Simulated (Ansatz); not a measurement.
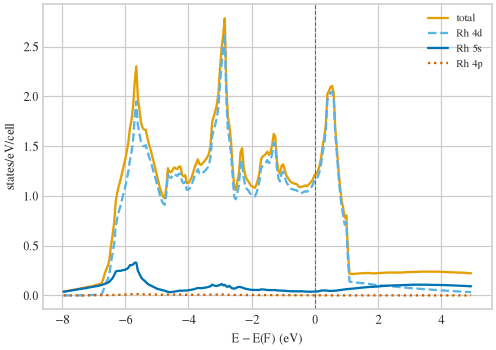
Total and projected density of states of Rh (fcc (Cu type), space group No. 225), the program Ansatz at the LDA level (PAW)

Question: Which orbitals carry the states next to the Fermi level?

Answer: Within 0.5 eV of the Fermi level: Rh 4d 96 %. Projections are on Löwdin-orthogonalised atomic valence shells; empty p or d shells of many metals are not among them.

Question: Where is the tallest occupied peak in this window, and what makes it?

Answer: Near -2.8 eV, about 2.8 states/eV per cell; the largest projected share is Rh 4d.

Space group Fm-3m (fcc (Cu type)). The cell was relaxed with LDA under the symmetry of its start. No spin polarisation was allowed. Spin–orbit coupling is left out wherever it is not named.

Potentials: the later of the program's two PAW sets.
